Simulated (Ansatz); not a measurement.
# F3HOSi + H2: a complex and its separated parts, part 1 of 2

Aim: how far the complex at one end of a reaction step lies below its separated, relaxed parts, level by level.

Computed with Ansatz 0.2.0, Gaussian basis. Level: PBE0-D4/def2-TZVP structures, single points in def2-TZVPP, no counterpoise correction.

Levels: SPW92, PBE-D4, BLYP-D4, r2SCAN-D4, B97M-V, PBE0-D4, B3LYP-D4, r2SCAN0-D4, BHLYP-D4, CAM-B3LYP-D4, wB97X-V, wB97M-V, B2PLYP, PBE-QIDH, RPA on PBE, Hartree-Fock, MP2, CCSD, CCSD(T).

Correlated methods freeze the cores. B3LYP uses VWN-RPA correlation. B2PLYP carries no dispersion term here.

94 further runs of the same task are left out: 94 set aside as unsound or not needed. Runs told in other sessions of the task aren't counted.

## Step 1: Where the work starts

The complex: 8 atoms, charge 0, spin multiplicity 1.

Atoms are counted from 1 here; the program's logs count them from 0.

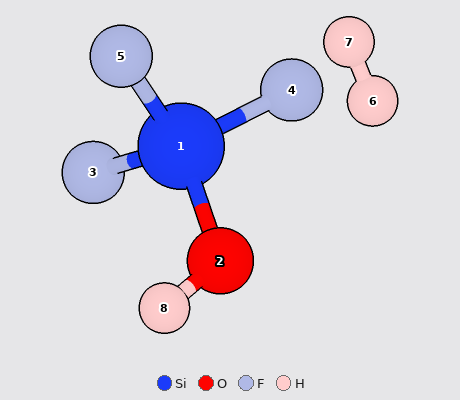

The starting geometry (silicon blue, oxygen red, fluorine light blue, hydrogen pink); atoms are numbered from 1 in the order of the file.

Geometry (Å):

```mol
F3H3OSi
  3D, bonds by distance, orders not assigned

  8  6  0  0  0  0  0  0  0  0999 V2000
    0.6846   -0.6357    0.0462 Si  0  0
   -0.4989   -0.6464   -1.0373 O   0  0
    1.8015   -1.6929   -0.2814 F   0  0
    0.0580   -0.9821    1.4376 F   0  0
    1.4007    0.7604    0.1437 F   0  0
   -1.8037    1.5982    0.6536 H   0  0
   -1.3294    2.0620    0.9963 H   0  0
   -0.3129   -0.4634   -1.9587 H   0  0
  1  2  8  0
  1  3  8  0
  1  4  8  0
  1  5  8  0
  2  8  8  0
  6  7  8  0
M  END
```

Its parts: F3HOSi holds atoms 1, 2, 3, 4, 5, 8; H2 holds atoms 6, 7. Each part counts its atoms afresh in its own runs.

## Step 2: Relaxing F3HOSi alone

Contents of relax-a/in.yaml:

```yaml
crystal:
  periodic: [false, false, false]
  atoms:
    - {symbol: Si, position_ang: [0.684565, -0.635719, 0.046169]}
    - {symbol: O, position_ang: [-0.498876, -0.646423, -1.037292]}
    - {symbol: F, position_ang: [1.801534, -1.692898, -0.281446]}
    - {symbol: F, position_ang: [0.057976, -0.982148, 1.437552]}
    - {symbol: F, position_ang: [1.400651, 0.760352, 0.143686]}
    - {symbol: H, position_ang: [-0.312912, -0.463378, -1.958651]}
basis:
  gaussian: {orbitals: def2-TZVP}
hamiltonian: {xc: pbe0, dispersion: d4}
relax: {f_tol: 0.005, max_steps: 200}
```

Run with:

```sh
$ ansatz run in.yaml --threads 4 --pin off --events-out ev --progress --plain --max-ram 9574MiB
```

The program printed (excerpt; [...] marks lines left out):

```text
Functional definition: PBE0
  name "PBE0"
  cite "Adamo & Barone, J. Chem. Phys. 110, 6158 (1999) doi:10.1063/1.478522"
  cite "Perdew, Burke & Ernzerhof, Phys. Rev. Lett. 77, 3865 (1996) doi:10.1103/PhysRevLett.77.3865"
  parent pbe
[...]
931 factors; their error is unknown
[...]
mean field -18090.40643743 eV, -664.8101744578 hartree, gradient 4.0e-5 eV, S^2 0.000000; 0 other end points of the search recorded, 0 dependent functions left out
[...]
reference -18090.40645848 eV, -664.8101752311 hartree; 25, 25 occupied and 142, 142 virtual orbitals, 931 factors
[...]
reference -18090.40654193 eV, -664.8101782981 hartree; 25, 25 occupied and 142, 142 virtual orbitals, 931 factors
Total energy: -18090.49458415 eV, -664.8134137897 hartree
Atom 0 at     0.685787    -0.637528     0.045454 Å, force    -0.001523    -0.000519    -0.001225 eV/Å
Atom 1 at    -0.498303    -0.645957    -1.036860 Å, force     0.003413    -0.000204     0.000419 eV/Å
Atom 2 at     1.803141    -1.694296    -0.280586 Å, force    -0.001116     0.000277     0.000516 eV/Å
Atom 3 at     0.057594    -0.980821     1.437084 Å, force     0.000326    -0.000309    -0.000078 eV/Å
Atom 4 at     1.398598     0.760203     0.143221 Å, force     0.000199     0.000641    -0.000008 eV/Å
Atom 5 at    -0.313878    -0.461815    -1.958294 Å, force    -0.001299     0.000115     0.000376 eV/Å
Dipole moment:    -0.052524     0.066007    -0.443889 e Å
```

It took 16 s on 4 threads of Intel Xeon at 2.50GHz, shared host.

Along the way:

```
step  energy from step 1 (eV)  largest force component (eV/Å)
   1                   0.0000                          0.0343
   2                   0.0000                          0.0257
   3                  -0.0001                          0.0034
```

Distances of close pairs at the start and the end, largest changes first:

```
  bond  before (Å)  after (Å)  change (Å)
Si1–F3       1.572      1.572      -0.000
Si1–O2       1.605      1.604      -0.000
Si1–F4       1.565      1.565      +0.000
 O2–H6       0.958      0.958      -0.000
Si1–F5       1.572      1.572      +0.000
```

## Step 3: Relaxing H2 alone

Contents of relax-b/in.yaml:

```yaml
crystal:
  periodic: [false, false, false]
  atoms:
    - {symbol: H, position_ang: [-1.803673, 1.598189, 0.653626]}
    - {symbol: H, position_ang: [-1.329365, 2.062025, 0.996257]}
basis:
  gaussian: {orbitals: def2-TZVP}
hamiltonian: {xc: pbe0, dispersion: d4}
relax: {f_tol: 0.005, max_steps: 200}
```

Run with:

```sh
$ ansatz run in.yaml --threads 4 --pin off --events-out ev --progress --plain --max-ram 9574MiB
```

The program printed (excerpt; [...] marks lines left out):

```text
[... 5 set-up lines as earlier in the session ...]
[...]
88 factors; their error is unknown
[...]
mean field -31.78864716 eV, -1.1682112362 hartree, gradient 1.7e-5 eV, S^2 0.000000; 0 other end points of the search recorded, 0 dependent functions left out
[...]
reference -31.78866861 eV, -1.1682120244 hartree; 1, 1 occupied and 11, 11 virtual orbitals, 88 factors
Total energy: -31.79027516 eV, -1.1682710638 hartree
Atom 0 at    -1.803503     1.598355     0.653748 Å, force     0.000321     0.000314     0.000232 eV/Å
Atom 1 at    -1.329535     2.061859     0.996135 Å, force    -0.000321    -0.000314    -0.000232 eV/Å
Dipole moment:    -0.000000    -0.000000    -0.000000 e Å
```

It took 0.67 s on 4 threads of Intel Xeon at 2.50GHz, shared host.

Step by step:

```
step  energy from step 1 (eV)  largest force component (eV/Å)
   1                   0.0000                          0.0125
   2                   0.0000                          0.0003
```

The bond:

```
 bond  before (Å)  after (Å)  change (Å)
H1–H2       0.747      0.746      -0.001
```

## Step 4: SPW92/def2-TZVPP

Contents of parta/in.yaml:

```yaml
crystal:
  periodic: [false, false, false]
  atoms:
    - {symbol: Si, position_ang: [0.685787, -0.637528, 0.045454]}
    - {symbol: O, position_ang: [-0.498303, -0.645957, -1.036860]}
    - {symbol: F, position_ang: [1.803141, -1.694296, -0.280586]}
    - {symbol: F, position_ang: [0.057594, -0.980821, 1.437084]}
    - {symbol: F, position_ang: [1.398598, 0.760203, 0.143221]}
    - {symbol: H, position_ang: [-0.313878, -0.461815, -1.958294]}
basis:
  gaussian: {orbitals: def2-TZVPP}
hamiltonian: {xc: lda}
```

Contents of partb/in.yaml:

```yaml
crystal:
  periodic: [false, false, false]
  atoms:
    - {symbol: H, position_ang: [-1.803503, 1.598355, 0.653748]}
    - {symbol: H, position_ang: [-1.329535, 2.061859, 0.996135]}
basis:
  gaussian: {orbitals: def2-TZVPP}
hamiltonian: {xc: lda}
```

The same command starts each run, in its folder.

Run with:

```sh
$ ansatz run in.yaml --threads 4 --pin off --events-out ev --progress --plain --max-ram 9574MiB
```

Output in parta (excerpt; [...] marks lines left out):

```text
Functional definition: SPW92
  name "SPW92"
  cite "Dirac, Proc. Camb. Phil. Soc. 26, 376 (1930) doi:10.1017/S0305004100016108"
  cite "Slater, Phys. Rev. 81, 385 (1951) doi:10.1103/PhysRev.81.385"
  cite "Perdew & Wang, Phys. Rev. B 45, 13244 (1992) doi:10.1103/PhysRevB.45.13244"
[...]
966 factors; their error is unknown
[...]
mean field -18006.16148456 eV, -661.7142295429 hartree, gradient 1.4e-5 eV, S^2 0.000000; 0 other end points of the search recorded, 0 dependent functions left out
reference -18006.16151259 eV, -661.7142305731 hartree; 25, 25 occupied and 155, 155 virtual orbitals, 966 factors
Total energy: -18006.16151259 eV, -661.7142305731 hartree
```

partb printed (excerpt; [...] marks lines left out):

```text
[... 5 set-up lines as earlier in the session ...]
[...]
118 factors; their error is unknown
[...]
mean field -30.93527309 eV, -1.1368503174 hartree, gradient 4.4e-5 eV, S^2 0.000000; 0 other end points of the search recorded, 0 dependent functions left out
reference -30.93529377 eV, -1.1368510773 hartree; 1, 1 occupied and 27, 27 virtual orbitals, 118 factors
Total energy: -30.93529377 eV, -1.1368510773 hartree
```

They took 1.8 s (parta), 0.31 s (partb) on 4 threads of Intel Xeon at 2.50GHz, shared host.

## Step 5: PBE-D4/def2-TZVPP

The same edit goes into each in.yaml of step 4 (parta, partb):

```diff
-hamiltonian: {xc: lda}
+hamiltonian: {xc: pbe, dispersion: d4}
```

Each run has its own folder and the same command.

Run with:

```sh
$ ansatz run in.yaml --threads 4 --pin off --events-out ev --progress --plain --max-ram 9574MiB
```

parta printed (excerpt; [...] marks lines left out):

```text
Functional definition: PBE
  name "PBE"
[... 2 set-up lines as earlier in the session ...]
[...]
966 factors; their error is unknown
[...]
mean field -18089.67281119 eV, -664.7832141905 hartree, gradient 2.9e-5 eV, S^2 0.000000; 0 other end points of the search recorded, 0 dependent functions left out
reference -18089.67284221 eV, -664.7832153304 hartree; 25, 25 occupied and 155, 155 virtual orbitals, 966 factors
Total energy: -18089.77946615 eV, -664.7871336882 hartree
```

Log of partb (excerpt; [...] marks lines left out):

```text
[... 4 set-up lines as earlier in the session ...]
[...]
118 factors; their error is unknown
[...]
mean field -31.73221658 eV, -1.1661374505 hartree, gradient 3.1e-5 eV, S^2 0.000000; 0 other end points of the search recorded, 0 dependent functions left out
reference -31.73223826 eV, -1.1661382470 hartree; 1, 1 occupied and 27, 27 virtual orbitals, 118 factors
Total energy: -31.73425747 eV, -1.1662124516 hartree
```

Wall times: 2.6 s (parta), 0.31 s (partb) on 4 threads of Intel Xeon at 2.50GHz, shared host.

## Step 6: BLYP-D4/def2-TZVPP

Each input of step 5 (parta, partb) changes in the same lines:

```diff
-hamiltonian: {xc: pbe, dispersion: d4}
+hamiltonian: {xc: {name: BLYP}, dispersion: d4}
```

One command serves all of them, each in its own folder.

Run with:

```sh
$ ansatz run in.yaml --threads 4 --pin off --events-out ev --progress --plain --max-ram 9574MiB
```

Output in parta (excerpt; [...] marks lines left out):

```text
Functional definition: BLYP
  name "BLYP"
  cite "Becke, Phys. Rev. A 38, 3098 (1988) doi:10.1103/PhysRevA.38.3098"
  cite "Lee, Yang & Parr, Phys. Rev. B 37, 785 (1988) doi:10.1103/PhysRevB.37.785"
[...]
966 factors; their error is unknown
[...]
mean field -18102.78220245 eV, -665.2649754334 hartree, gradient 2.1e-5 eV, S^2 0.000000; 0 other end points of the search recorded, 0 dependent functions left out
reference -18102.78247127 eV, -665.2649853127 hartree; 25, 25 occupied and 155, 155 virtual orbitals, 966 factors
Total energy: -18103.02583610 eV, -665.2739288052 hartree
```

Output in partb (excerpt; [...] marks lines left out):

```text
[... 4 set-up lines as earlier in the session ...]
[...]
118 factors; their error is unknown
[...]
mean field -31.82604589 eV, -1.1695856139 hartree, gradient 8.3e-5 eV, S^2 0.000000; 0 other end points of the search recorded, 0 dependent functions left out
reference -31.82623831 eV, -1.1695926853 hartree; 1, 1 occupied and 27, 27 virtual orbitals, 118 factors
Total energy: -31.83113617 eV, -1.1697726785 hartree
```

They took 3.2 s (parta), 0.47 s (partb) on 4 threads of Intel Xeon at 2.50GHz, shared host.

## Step 7: r2SCAN-D4/def2-TZVPP

Each input of step 6 (parta, partb) changes in the same lines:

```diff
-hamiltonian: {xc: {name: BLYP}, dispersion: d4}
+hamiltonian: {xc: r2scan, dispersion: d4}
```

The same command starts each run, in its folder.

Run with:

```sh
$ ansatz run in.yaml --threads 4 --pin off --events-out ev --progress --plain --max-ram 9574MiB
```

Output in parta (excerpt; [...] marks lines left out):

```text
Functional definition: r2SCAN
  name "r2SCAN"
  cite "Furness, Kaplan, Ning, Perdew & Sun, J. Phys. Chem. Lett. 11, 8208 (2020) doi:10.1021/acs.jpclett.0c02405"
  cite "Furness, Kaplan, Ning, Perdew & Sun, J. Phys. Chem. Lett. 11, 9248 (2020) doi:10.1021/acs.jpclett.0c03077"
  parent r2scan
[...]
966 factors; their error is unknown
[...]
mean field -18098.87405528 eV, -665.1213536741 hartree, gradient 5.2e-5 eV, S^2 0.000000; 0 other end points of the search recorded, 0 dependent functions left out
reference -18098.87406368 eV, -665.1213539828 hartree; 25, 25 occupied and 155, 155 virtual orbitals, 966 factors
Total energy: -18098.89828090 eV, -665.1222439493 hartree
```

partb printed (excerpt; [...] marks lines left out):

```text
[... 5 set-up lines as earlier in the session ...]
[...]
118 factors; their error is unknown
[...]
mean field -31.87205472 eV, -1.1712764072 hartree, gradient 4.1e-5 eV, S^2 0.000000; 0 other end points of the search recorded, 0 dependent functions left out
reference -31.87206134 eV, -1.1712766504 hartree; 1, 1 occupied and 27, 27 virtual orbitals, 118 factors
Total energy: -31.87256272 eV, -1.1712950758 hartree
```

Times: 4.3 s (parta), 0.98 s (partb) on 4 threads of Intel Xeon at 2.50GHz, shared host.

## Step 8: B97M-V/def2-TZVPP

The same edit goes into each in.yaml of step 7 (parta, partb):

```diff
-hamiltonian: {xc: r2scan, dispersion: d4}
+hamiltonian: {xc: {name: B97M-V}}
```

The same command starts each run, in its folder.

Run with:

```sh
$ ansatz run in.yaml --threads 4 --pin off --events-out ev --progress --plain --max-ram 9574MiB
```

Log of parta (excerpt; [...] marks lines left out):

```text
Functional definition: B97M-V
  name "B97M-V"
  cite "Mardirossian & Head-Gordon, J. Chem. Phys. 142, 074111 (2015) doi:10.1063/1.4907719"
  cite "Becke, J. Chem. Phys. 107, 8554 (1997) doi:10.1063/1.475007"
  cite "Vydrov & Van Voorhis, J. Chem. Phys. 133, 244103 (2010) doi:10.1063/1.3521275"
  # Of w^i u^j: cxij and so on, Table III.
[...]
  gx(w, u) = cx00 + cx01*u + cx02*u^2 + (cx10 + cx11*u)*w
[...]
  gos(w, u) = cos00 + cos01*u + cos03*u^3 + cos10*w + cos32*w^3*u^2
[...]
      + integral(e_c_pw_mod_opposite_spin*gos(b97_w_opposite, b97_u_opposite)) + vv10(b, c)
966 factors; their error is unknown
[...]
mean field -18098.17704619 eV, -665.0957390625 hartree, gradient 3.9e-5 eV, S^2 0.000000; 0 other end points of the search recorded, 0 dependent functions left out
reference -18098.17709120 eV, -665.0957407165 hartree; 25, 25 occupied and 155, 155 virtual orbitals, 966 factors
Total energy: -18098.17709120 eV, -665.0957407165 hartree
```

partb printed (excerpt; [...] marks lines left out):

```text
[... 5 set-up lines as earlier in the session ...]
  # Of w^i u^j: cxij and so on, Table III.
[...]
  gx(w, u) = cx00 + cx01*u + cx02*u^2 + (cx10 + cx11*u)*w
  gss(w, u) = css00 + css02*u^2 + css10*w + (css32*w^3 + css42*w^4)*u^2
  gos(w, u) = cos00 + cos01*u + cos03*u^3 + cos10*w + cos32*w^3*u^2
[...]
      + integral(e_c_pw_mod_opposite_spin*gos(b97_w_opposite, b97_u_opposite)) + vv10(b, c)
118 factors; their error is unknown
[...]
mean field -31.90530408 eV, -1.1724982987 hartree, gradient 8.2e-6 eV, S^2 0.000000; 0 other end points of the search recorded, 0 dependent functions left out
reference -31.90533376 eV, -1.1724993896 hartree; 1, 1 occupied and 27, 27 virtual orbitals, 118 factors
Total energy: -31.90533376 eV, -1.1724993896 hartree
```

Wall times: 7 s (parta), 0.72 s (partb) on 4 threads of Intel Xeon at 2.50GHz, shared host.

## Step 9: PBE0-D4/def2-TZVPP

The same edit goes into each in.yaml of step 8 (parta, partb):

```diff
-hamiltonian: {xc: {name: B97M-V}}
+hamiltonian: {xc: pbe0, dispersion: d4}
+output: {orbitals: {seedname: orbitals}}
```

The same command starts each run, in its folder.

Run with:

```sh
$ ansatz run in.yaml --threads 4 --pin off --events-out ev --progress --plain --max-ram 9574MiB
```

Output in parta (excerpt; [...] marks lines left out):

```text
[... 5 set-up lines as earlier in the session ...]
[...]
969 factors; their error is unknown
[...]
mean field -18090.45678335 eV, -664.8120246359 hartree, gradient 5.5e-5 eV, S^2 0.000000; 0 other end points of the search recorded, 0 dependent functions left out
reference -18090.45680460 eV, -664.8120254171 hartree; 25, 25 occupied and 155, 155 virtual orbitals, 969 factors
Total energy: -18090.54484682 eV, -664.8152609088 hartree
```

Output in partb (excerpt; [...] marks lines left out):

```text
[... 5 set-up lines as earlier in the session ...]
[...]
118 factors; their error is unknown
[...]
mean field -31.79610847 eV, -1.1684854343 hartree, gradient 5.5e-5 eV, S^2 0.000000; 0 other end points of the search recorded, 0 dependent functions left out
reference -31.79612447 eV, -1.1684860219 hartree; 1, 1 occupied and 27, 27 virtual orbitals, 118 factors
Total energy: -31.79773101 eV, -1.1685450613 hartree
```

Times: 3.2 s (parta), 0.46 s (partb) on 4 threads of Intel Xeon at 2.50GHz, shared host.

## Step 10: B3LYP-D4/def2-TZVPP

The same edit goes into each in.yaml of step 9 (parta, partb):

```diff
-hamiltonian: {xc: pbe0, dispersion: d4}
-output: {orbitals: {seedname: orbitals}}
+hamiltonian: {xc: {name: B3LYP}, dispersion: d4}
```

The same command starts each run, in its folder.

Run with:

```sh
$ ansatz run in.yaml --threads 4 --pin off --events-out ev --progress --plain --max-ram 9574MiB
```

Log of parta (excerpt; [...] marks lines left out):

```text
Functional definition: B3LYP
  name "B3LYP"
  cite "Stephens, Devlin, Chabalowski & Frisch, J. Phys. Chem. 98, 11623 (1994) doi:10.1021/j100096a001"
[... 2 set-up lines as earlier in the session ...]
  cite "Vosko, Wilk & Nusair, Can. J. Phys. 58, 1200 (1980) doi:10.1139/p80-159"
[...]
969 factors; their error is unknown
[...]
mean field -18104.23970359 eV, -665.3185376126 hartree, gradient 3.6e-5 eV, S^2 0.000000; 0 other end points of the search recorded, 0 dependent functions left out
reference -18104.23989515 eV, -665.3185446523 hartree; 25, 25 occupied and 155, 155 virtual orbitals, 969 factors
Total energy: -18104.41335420 eV, -665.3249191548 hartree
```

Output in partb (excerpt; [...] marks lines left out):

```text
[... 6 set-up lines as earlier in the session ...]
[...]
118 factors; their error is unknown
[...]
mean field -32.10923151 eV, -1.1799924937 hartree, gradient 4.5e-5 eV, S^2 0.000000; 0 other end points of the search recorded, 0 dependent functions left out
reference -32.10937361 eV, -1.1799977158 hartree; 1, 1 occupied and 27, 27 virtual orbitals, 118 factors
Total energy: -32.11252468 eV, -1.1801135153 hartree
```

They took 3.8 s (parta), 0.36 s (partb) on 4 threads of Intel Xeon at 2.50GHz, shared host.

## Step 11: r2SCAN0-D4/def2-TZVPP

Each input of step 10 (parta, partb) changes in the same lines:

```diff
-hamiltonian: {xc: {name: B3LYP}, dispersion: d4}
+hamiltonian: {xc: {name: r2SCAN0}, dispersion: d4}
```

The same command starts each run, in its folder.

Run with:

```sh
$ ansatz run in.yaml --threads 4 --pin off --events-out ev --progress --plain --max-ram 9574MiB
```

parta printed (excerpt; [...] marks lines left out):

```text
Functional definition: r2SCAN0
  name "r2SCAN0"
  cite "Bursch, Neugebauer, Ehlert & Grimme, J. Chem. Phys. 156, 134105 (2022) doi:10.1063/5.0086040"
[... 3 set-up lines as earlier in the session ...]
[...]
969 factors; their error is unknown
[...]
mean field -18097.41187928 eV, -665.0676196971 hartree, gradient 5.0e-5 eV, S^2 0.000000; 0 other end points of the search recorded, 0 dependent functions left out
reference -18097.41188554 eV, -665.0676199271 hartree; 25, 25 occupied and 155, 155 virtual orbitals, 969 factors
Total energy: -18097.44021498 eV, -665.0686610150 hartree
```

Log of partb (excerpt; [...] marks lines left out):

```text
[... 6 set-up lines as earlier in the session ...]
[...]
118 factors; their error is unknown
[...]
mean field -31.85187677 eV, -1.1705348813 hartree, gradient 1.4e-5 eV, S^2 0.000000; 0 other end points of the search recorded, 0 dependent functions left out
reference -31.85188189 eV, -1.1705350697 hartree; 1, 1 occupied and 27, 27 virtual orbitals, 118 factors
Total energy: -31.85242327 eV, -1.1705549647 hartree
```

They took 5.5 s (parta), 0.86 s (partb) on 4 threads of Intel Xeon at 2.50GHz, shared host.

## Step 12: BHLYP-D4/def2-TZVPP

Each input of step 11 (parta, partb) changes in the same lines:

```diff
-hamiltonian: {xc: {name: r2SCAN0}, dispersion: d4}
+hamiltonian: {xc: {name: BHLYP}, dispersion: d4}
```

The same command starts each run, in its folder.

Run with:

```sh
$ ansatz run in.yaml --threads 4 --pin off --events-out ev --progress --plain --max-ram 9574MiB
```

parta printed (excerpt; [...] marks lines left out):

```text
Functional definition: BHLYP
  name "BHLYP"
  cite "Becke, J. Chem. Phys. 98, 1372 (1993) doi:10.1063/1.464304"
[... 2 set-up lines as earlier in the session ...]
[...]
1071 factors; their error is unknown
[...]
mean field -18100.08432362 eV, -665.1658302151 hartree, gradient 2.2e-5 eV, S^2 0.000000; 0 other end points of the search recorded, 0 dependent functions left out
reference -18100.08444761 eV, -665.1658347718 hartree; 25, 25 occupied and 155, 155 virtual orbitals, 1071 factors
Total energy: -18100.21036065 eV, -665.1704619907 hartree
```

Log of partb (excerpt; [...] marks lines left out):

```text
[... 5 set-up lines as earlier in the session ...]
[...]
118 factors; their error is unknown
[...]
mean field -31.83806515 eV, -1.1700273136 hartree, gradient 5.6e-5 eV, S^2 0.000000; 0 other end points of the search recorded, 0 dependent functions left out
reference -31.83816071 eV, -1.1700308254 hartree; 1, 1 occupied and 27, 27 virtual orbitals, 118 factors
Total energy: -31.83990429 eV, -1.1700949008 hartree
```

Wall times: 3.8 s (parta), 0.25 s (partb) on 4 threads of Intel Xeon at 2.50GHz, shared host.

(Continued in part 2 of 2.)
